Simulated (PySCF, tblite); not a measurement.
**C3H4O3S2Si: geometry, infrared bands and NMR shifts**

Aim: predict the infrared bands and NMR shifts of C3H4O3S2Si (`O=CO[Si]1(O)SC=CS1`).

Programs: tblite 0.8.0 and PySCF 2.14.0, with density-fitted response routines of our own. Each step states its level of theory. These are calculated values for one molecule in the gas phase, unless marked as measured. Atoms are numbered from 0 throughout.

### 1 The molecule as given

13 atoms, charge 0, multiplicity 1; geometry from: force field or distance geometry start.

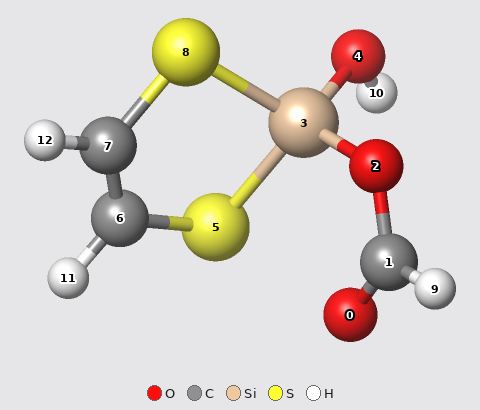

As it starts; oxygen red, carbon grey, silicon light orange, sulfur yellow, hydrogen white, atoms numbered; sticks join atoms by distance.

### 2 Relaxing the molecule with GFN2-xTB

What the job is given:

```
{"job": {"kind": "relax", "xc": "GFN2-xTB", "basis": "xTB"}, "charge": 0, "multiplicity": 1}
O      1.880000    -0.833900    -1.134400
C      2.332100    -0.552800    -0.002700
O      1.711400     0.351100     0.859900
Si     0.257500     1.092800     0.265800
O      0.395500     2.759800    -0.019600
S     -0.616600     0.031000    -1.399000
C     -1.668500    -1.061700    -0.509800
C     -2.000500    -0.814800     0.709400
S     -1.423800     0.622400     1.537700
H      3.252000    -1.018900     0.390800
H      0.623900     2.963100    -0.965200
H     -2.053100    -2.003500    -1.027800
H     -2.694300    -1.534000     1.277000
```

On the command line:

```
$ OMP_NUM_THREADS=1 python probes_run.py task.json out
```

One launch serves the whole session: the jobs run in the order shown.

Log:

```text
step      E/eV     max force
  0    -787.59825    4.751
  1    -787.92992    5.336
  2    -788.17600    1.448
  3    -788.26769    1.607
  4    -788.37030    1.070
  5    -788.53023    0.618
  6    -788.55621    0.477
  7    -788.59028    0.395
  8    -788.60756    0.399
  9    -788.63560    0.411
 10    -788.65335    0.395
 11    -788.66718    0.319
 12    -788.67647    0.246
 13    -788.68602    0.237
 14    -788.69493    0.250
 15    -788.70327    0.300
 16    -788.71090    0.279
 17    -788.71796    0.265
 18    -788.72413    0.259
 19    -788.72975    0.266
 20    -788.73503    0.183
 21    -788.73967    0.164
 22    -788.74318    0.125
 23    -788.74572    0.124
 24    -788.74788    0.126
 25    -788.75022    0.157
 26    -788.75264    0.154
 27    -788.75491    0.132
 28    -788.75699    0.124
 29    -788.75883    0.160
 30    -788.76060    0.174
 31    -788.76270    0.134
 32    -788.76553    0.155
 33    -788.76848    0.157
 34    -788.77200    0.217
 35    -788.77546    0.237
 36    -788.77873    0.189
 37    -788.78166    0.149
 38    -788.78419    0.147
 39    -788.78620    0.111
 40    -788.78758    0.100
 41    -788.78857    0.094
 42    -788.78968    0.084
 43    -788.79213    0.118
 44    -788.79388    0.150
 45    -788.79676    0.146
 46    -788.79959    0.184
 47    -788.80334    0.180
 48    -788.80759    0.176
 49    -788.81244    0.204
 50    -788.81724    0.167
 51    -788.82132    0.125
 52    -788.82418    0.134
 53    -788.81651    0.625
 54    -788.82758    0.142
 55    -788.82906    0.114
 56    -788.83274    0.143
 57    -788.83393    0.078
 58    -788.83489    0.085
 59    -788.83611    0.131
 60    -788.83776    0.102
 61    -788.83976    0.094
 62    -788.84095    0.098
 63    -788.84181    0.091
 64    -788.84221    0.068
 65    -788.84266    0.055
 66    -788.84329    0.074
 67    -788.84412    0.089
 68    -788.84511    0.088
 69    -788.84617    0.071
 70    -788.84718    0.079
 71    -788.84816    0.102
 72    -788.84923    0.090
 73    -788.85070    0.122
 74    -788.85282    0.122
 75    -788.85512    0.100
 76    -788.85779    0.148
 77    -788.86120    0.218
 78    -788.86269    0.640
 79    -788.86896    0.197
 80    -788.87331    0.270
 81    -788.87724    1.064
 82    -788.88427    0.255
 83    -788.89106    0.226
 84    -788.89379    1.720
 85    -788.90731    0.371
 86    -788.91480    0.359
 87    -788.92645    1.181
 88    -788.93580    0.271
 89    -788.94251    0.235
 90    -788.95000    0.875
 91    -788.95787    0.202
 92    -788.96493    0.310
 93    -788.96838    1.040
 94    -788.97909    0.281
 95    -788.98462    0.291
 96    -788.99223    1.030
 97    -788.99794    0.238
 98    -789.00452    0.192
 99    -789.01123    0.434
100    -789.01558    0.444
101    -789.01894    0.291
102    -789.02274    0.287
103    -789.02670    0.215
104    -789.03006    0.239
105    -789.03108    0.361
106    -789.03177    0.530
107    -789.03436    0.070
108    -789.03514    0.069
109    -789.03605    0.139
110    -789.03652    0.093
111    -789.03771    0.093
112    -789.03897    0.082
113    -789.04012    0.072
114    -789.04082    0.094
115    -789.04160    0.076
116    -789.04253    0.078
117    -789.04355    0.086
118    -789.04467    0.095
119    -789.04582    0.103
120    -789.04722    0.133
121    -789.04905    0.128
122    -789.05059    0.269
123    -789.05384    0.175
124    -789.05562    0.163
125    -789.05602    0.140
126    -789.05704    0.072
127    -789.05731    0.097
128    -789.05777    0.095
129    -789.05805    0.109
130    -789.05829    0.062
131    -789.05848    0.104
132    -789.05871    0.082
133    -789.05904    0.084
134    -789.05938    0.098
135    -789.05963    0.060
136    -789.05981    0.066
137    -789.05988    0.063
138    -789.05995    0.035
139    -789.05997    0.026
140    -789.06000    0.014
141    -789.06002    0.011
142    -789.06004    0.007
```

Wall time 2.3 s (1 thread of Arm Neoverse N1, shared host); peak memory 0.18 GiB.

Relaxation path: (not every step is listed)

```csv
step,energy from step 0 (eV),largest force (eV/Å)
0,0.0000,4.7515
1,-0.3317,5.3362
2,-0.5778,1.4484
3,-0.6694,1.6067
4,-0.7721,1.0696
5,-0.9320,0.6176
6,-0.9580,0.4771
7,-0.9920,0.3955
8,-1.0093,0.3991
20,-1.1368,0.1831
32,-1.1673,0.1552
44,-1.1956,0.1497
56,-1.2345,0.1431
68,-1.2469,0.0884
80,-1.2751,0.2697
92,-1.3667,0.3104
104,-1.4318,0.2387
116,-1.4443,0.0782
128,-1.4595,0.0950
137,-1.4616,0.0629
138,-1.4617,0.0350
139,-1.4617,0.0260
140,-1.4617,0.0139
141,-1.4618,0.0114
142,-1.4618,0.0071
```

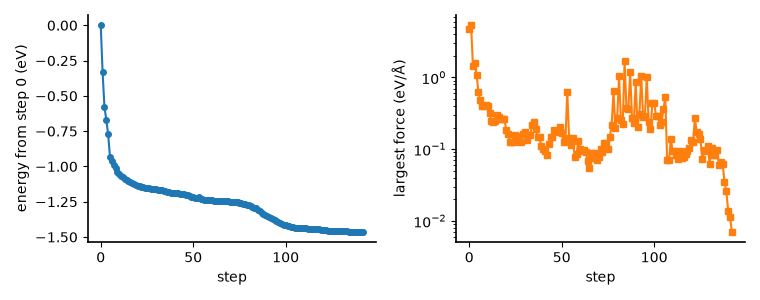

Energy and force, step by step.

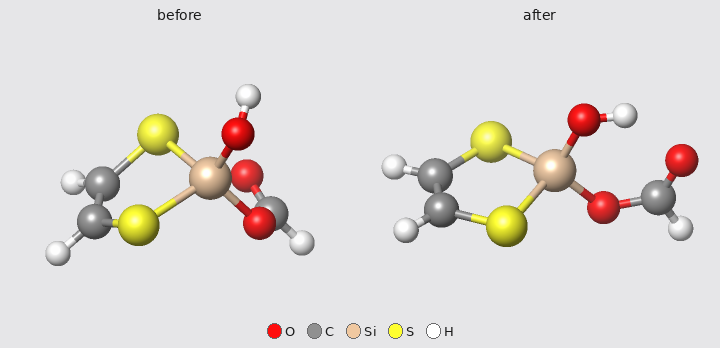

The geometry before (left) and after (right).

Distances of close pairs at the start and the end, largest changes first:

```csv
bond,before (Å),after (Å),change (Å)
Si3–O4,1.697,1.609,-0.088
C1–O2,1.395,1.311,-0.084
C7–H12,1.149,1.076,-0.073
C6–H11,1.142,1.076,-0.066
O2–Si3,1.737,1.673,-0.064
O0–C1,1.251,1.196,-0.055
C6–C7,1.287,1.329,+0.042
Si3–S8,2.160,2.131,-0.029
```

The next job starts from the end point, and lists it.

### 3 Vibrational analysis with GFN2-xTB

What the job is given:

```
{"job": {"kind": "ir", "xc": "GFN2-xTB", "basis": "xTB"}, "charge": 0, "multiplicity": 1}
O      3.058586     1.204062    -0.336752
C      2.824025     0.114540     0.097191
O      1.633371    -0.412496     0.251449
Si     0.179867     0.325702    -0.124777
O      0.438325     1.800499    -0.712534
S     -0.928858    -0.920386    -1.451424
C     -2.315413    -1.073975    -0.400713
C     -2.379857    -0.570524     0.827631
S     -1.088289     0.325348     1.588055
H      3.604478    -0.590075     0.425018
H      1.349948     2.113954    -0.794298
H     -3.130016    -1.626694    -0.835168
H     -3.250555    -0.689469     1.448594
```

Log:

```text
mode    cm-1     km/mol
  1      33.3      0.21
  2      68.5      3.68
  3     101.1      2.24
  4     159.1      0.63
  5     167.0     20.45
  6     196.4      9.53
  7     213.4      2.90
  8     262.0     32.13
  9     322.0     35.38
 10     370.6      0.00
 11     473.0     46.68
 12     478.3     30.36
 13     535.5    107.50
 14     615.5     36.35
 15     663.5     88.35
 16     701.9     15.81
 17     719.0      4.06
 18     732.4    138.44
 19     804.1     59.76
 20     815.2      0.72
 21     833.1    281.25
 22     940.8      3.95
 23     953.9    188.41
 24    1125.6      0.06
 25    1184.9    581.83
 26    1215.4     40.71
 27    1352.7     23.05
 28    1596.8     34.52
 29    1765.9    544.15
 30    2848.7     72.66
 31    3108.6      1.20
 32    3119.4      0.71
 33    3388.8    189.80
```

Run time: 1 s. Hardware: 1 thread of Arm Neoverse N1, shared host; peak memory 0.18 GiB.

Which atoms move in the most intense modes:

```csv
cm⁻¹,km/mol,atoms
536,107.5,"Si3 29 %, H10 25 %, C7 12 %, C6 12 %"
664,88.3,"Si3 38 %, O2 22 %, C1 18 %"
732,138.4,"O2 52 %, O0 25 %, C1 14 %"
833,281.2,"H10 72 %, O4 14 %"
954,188.4,"O4 56 %, Si3 41 %"
1185,581.8,"O2 50 %, C1 42 %"
1766,544.1,"C1 59 %, O0 39 %"
3389,189.8,H10 94 %
```

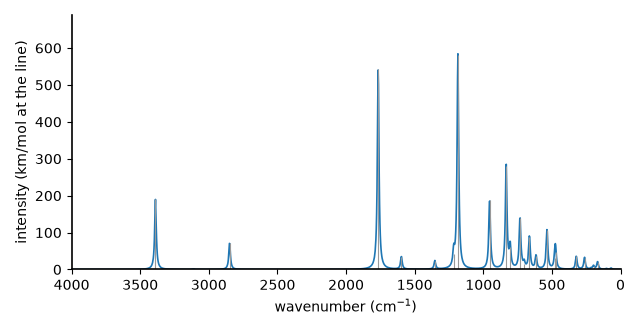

The infrared spectrum from these modes, unscaled. Lines are broadened to a width of 14 cm⁻¹ (Lorentzian).

### 4 Shielding tensors: PBE0/pcSseg-1

Settings changed since step 3:

```diff
@@ -1,2 +1,2 @@
-{"job": {"kind": "ir", "xc": "GFN2-xTB", "basis": "xTB"}, "charge": 0, "multiplicity": 1}
+{"job": {"kind": "nmr", "xc": "PBE0", "basis": "pcSseg-1"}, "charge": 0, "multiplicity": 1}
 O      3.058586     1.204062    -0.336752
```

Level: GIAO PBE0/pcSseg-1 NMR shielding, non-relativistic, gas phase.

Log:

```text
coarse grid: 13872 points
cycle   1  E = -1427.2590344376  dE =  1.868e+00  |g| = 1.102e+00  |ddm| = 3.752e+00
cycle   2  E = -1426.8774434057  dE =  3.816e-01  |g| = 1.812e+00  |ddm| = 1.828e+00
cycle   3  E = -1427.4614224389  dE = -5.840e-01  |g| = 3.012e-01  |ddm| = 1.294e+00
cycle   4  E = -1427.4771601052  dE = -1.574e-02  |g| = 9.644e-02  |ddm| = 2.280e-01
cycle   5  E = -1427.4786662833  dE = -1.506e-03  |g| = 1.998e-02  |ddm| = 6.380e-02
cycle   6  E = -1427.4787443063  dE = -7.802e-05  |g| = 7.323e-03  |ddm| = 2.413e-02
cycle   7  E = -1427.4787541287  dE = -9.822e-06  |g| = 2.282e-03  |ddm| = 7.044e-03
final grid: 124160 points
cycle   8  E = -1427.5661343991  dE = -1.329e-05  |g| = 1.398e-02  |ddm| = 2.757e-02
cycle   9  E = -1427.5660815091  dE =  5.289e-05  |g| = 2.138e-02  |ddm| = 2.537e-02
cycle  10  E = -1427.5661703898  dE = -8.888e-05  |g| = 2.587e-03  |ddm| = 1.638e-02
cycle  11  E = -1427.5661715561  dE = -1.166e-06  |g| = 5.265e-04  |ddm| = 1.731e-03
cycle  12  E = -1427.5661716115  dE = -5.545e-08  |g| = 1.087e-04  |ddm| = 5.624e-04
cycle  13  E = -1427.5661716142  dE = -2.698e-09  |g| = 3.572e-05  |ddm| = 1.473e-04
cycle  14  E = -1427.5661716145  dE = -2.965e-10  |g| = 1.170e-05  |ddm| = 4.400e-05
converged SCF energy = -1427.5661716145

GIAO shielding tensors (ppm)
atom      isotropic    diamagn.    paramagn.     s11        s22        s33       span
  0 O     -102.962     401.620    -504.583   -360.686   -216.762    268.562    629.249
  1 C       20.842     242.724    -221.883    -78.608     63.567     77.565    156.173
  2 O       99.503     401.511    -302.008    -45.174    164.144    179.538    224.712
  3 Si     328.132     879.965    -551.833    297.486    338.208    348.702     51.216
  4 O      236.489     389.794    -153.305    198.565    240.611    270.293     71.728
  5 S      520.277    1059.171    -538.894    360.390    582.638    617.804    257.414
  6 C       63.971     259.471    -195.500    -32.341     89.756    134.497    166.838
  7 C       63.988     259.475    -195.487    -32.372     89.751    134.587    166.960
  8 S      520.266    1059.169    -538.904    360.554    582.460    617.784    257.230
  9 H       23.590      24.586      -0.996     18.777     23.573     28.419      9.641
 10 H       26.002      31.626      -5.624     15.495     21.669     40.843     25.348
 11 H       25.720      29.320      -3.600     21.247     26.259     29.655      8.407
 12 H       25.719      29.317      -3.598     21.250     26.254     29.652      8.402
```

It took 73 s on 1 thread of Arm Neoverse N1, shared host; peak memory 0.86 GiB.

Shifts follow as δ = σ(reference) − σ, with reference shieldings (ppm) from runs at the same level and on the same kind of geometry: 1H TMS 31.72, 13C TMS 186.9, 29Si TMS 349.2, 17O H2O 336.1, 33S CS2 504. The references are single molecules in the gas phase, so shifts against H2O, NH3, PH3, H3PO4 or CFCl3 are not on the usual liquid scales and can be off by tens of ppm. Atoms listed in one row are averaged.

```csv
atoms,environment,σ (ppm),δ (ppm),δ scaled to CDCl3
C1,carbonyl carbon,20.8,166.1,160.2
"C6, C7",alkene CH,64.0,122.9,113.7
H9,hydrogen on a carbonyl carbon,23.59,8.13,7.77
"H11, H12",hydrogen on an alkene CH,25.72,6.00,5.76
H10,hydrogen on an oxygen bonded to Si,26.00,5.71,–
O0,carbonyl oxygen,-103.0,439.0,–
O2,"oxygen bonded to C, Si",99.5,236.6,–
O4,"oxygen bonded to Si, H",236.5,99.6,–
Si3,"silicon bonded to 2 O, 2 S, in a 5-membered ring",328.1,21.0,–
"S5, S8","sulfur bonded to C, Si, in a 5-membered ring",520,-17,–
```

The scaled column applies a straight-line fit of computed shieldings to shifts measured in CDCl3, with any fitted terms for Cl, Br or S neighbours (root-mean-square error 0.16 ppm for H, 1.9 ppm for C).

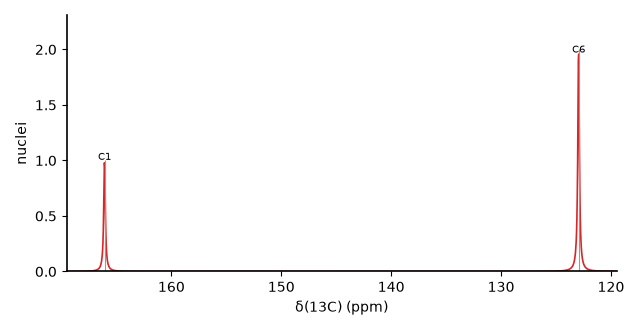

13C lines at the computed shifts, without couplings. Lines are broadened to a width of 0.17 ppm (Lorentzian).

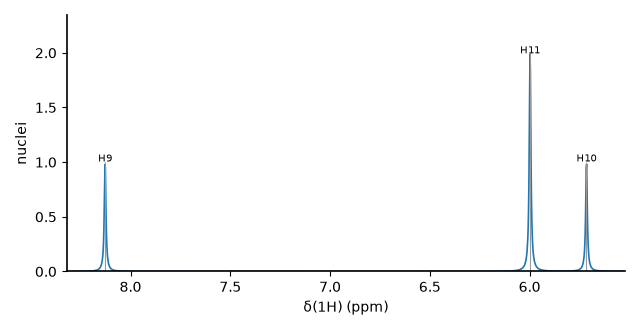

1H lines at the computed shifts, without couplings. Lines are broadened to a width of 0.01 ppm (Lorentzian).

The run also stored atomic charges by several schemes (e):

```csv
atoms,Mulliken,IAO,Hirshfeld,ESP fit
O0,-0.43,-0.44,-0.22,-0.63
C1,0.46,0.42,0.20,0.87
O2,-0.54,-0.57,-0.19,-0.70
Si3,1.13,1.23,0.43,1.16
O4,-0.51,-0.78,-0.30,-0.84
"S5, S8",-0.18,-0.08,-0.05,-0.18
"C6, C7",-0.23,-0.29,-0.08,-0.28
```

Mulliken charges:

O0 -0.43; C1 0.46; O2 -0.54; Si3 1.13; O4 -0.51; S5 -0.18; C6 -0.23; C7 -0.23; S8 -0.18; H9 0.12; H10 0.27; H11 0.15; H12 0.15

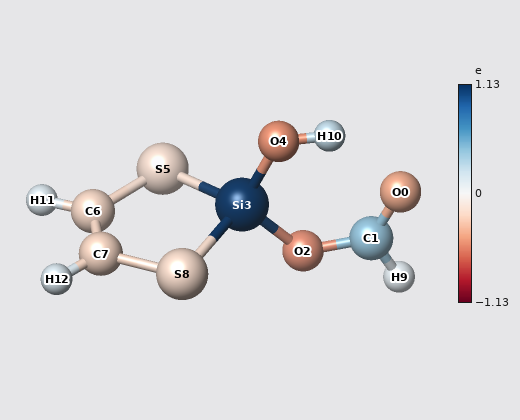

Mulliken charges, as colours on the atoms.

Mayer bond orders: O0–C1 1.93, C1–O2 1.11, O2–Si3 0.82, Si3–O4 1.18, Si3–S5 0.97, S5–C6 1.09, C6–C7 1.79, C7–S8 1.09, S8–Si3 0.97.

Ring of atoms Si3, S5, C6, C7, S8: NICS(0) -8.2, NICS(1) -5.2, NICS(1)zz -5.2 ppm (means of both faces).

The fields below are evaluated on a grid from the run's orbitals.

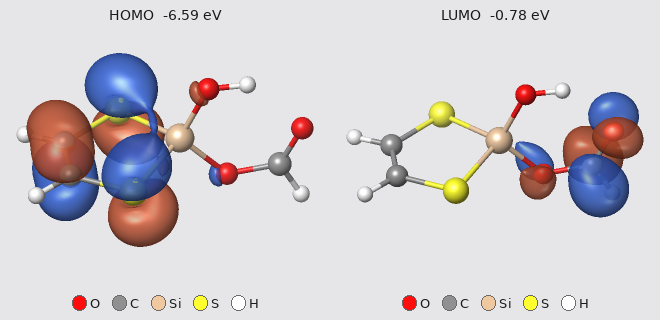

PBE0/pcSseg-1 orbitals near the gap, drawn at the value that encloses 70 % of each; the two colours are the two signs.

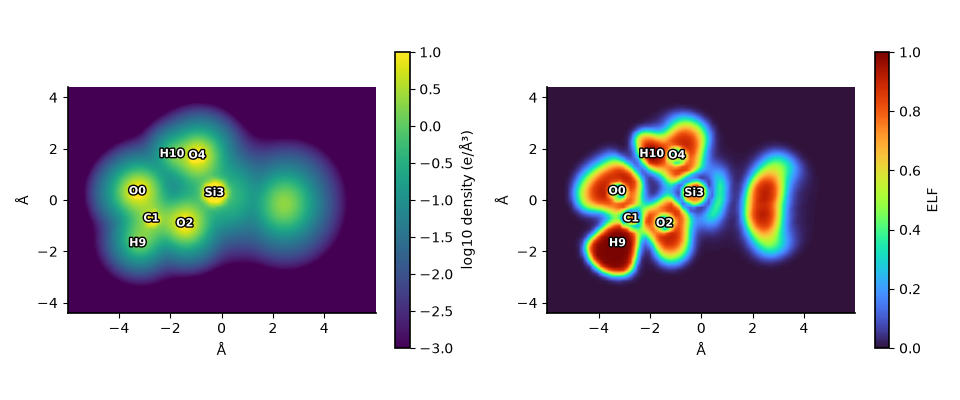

Density (left) and ELF (right) in a plane through or near 7 of the atoms.

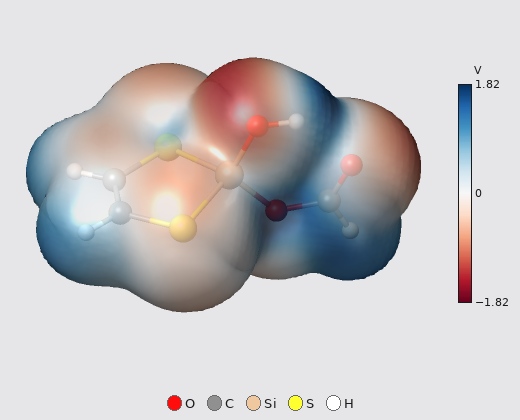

Electrostatic potential on the surface of density 0.002 e/bohr³; red is low, blue high. It runs from -1.20 V near O4 to 1.82 V near Si3.

### 5 What came out

```
                                                               quantity                   value
                              strongest single infrared mode (GFN2-xTB)   1185 cm⁻¹, 582 km/mol
                                           zero-point energy (GFN2-xTB)           45.6 kcal/mol
13C shifts against TMS (PBE0/pcSseg-1, means over atoms taken as alike)        166.1, 122.9 ppm
 1H shifts against TMS (PBE0/pcSseg-1, means over atoms taken as alike)    8.13, 6.00, 5.71 ppm
                                 17O shifts against H2O (PBE0/pcSseg-1)  439.0, 236.6, 99.6 ppm
                                29Si shifts against TMS (PBE0/pcSseg-1)                21.0 ppm
33S shifts against CS2 (PBE0/pcSseg-1, means over atoms taken as alike)                 -17 ppm
                                  surface potential, least and greatest      -1.20 V and 1.82 V
```

**Reading.** Over 142 steps the energy fell by 1.462 eV; of the close pairs, Si3–O4 changed most, 1.697 to 1.609 Å. No mode is imaginary among the 33: a minimum at this level. The strongest single mode, at 1185 cm⁻¹, moves mainly O2 and C1. Unscaled tight-binding wavenumbers are off by several per cent, some by more. Its intensities can rank the bands wrongly. At PBE0/pcSseg-1: Shielding is most anisotropic at O0 (span 629 ppm, paramagnetic term -505 ppm). By nearest atom (PBE0/pcSseg-1), the HOMO sits on S5, S8 about 26 % each; C6, C7 about 18 % each and the LUMO on C1 44 %; O0 27 %.
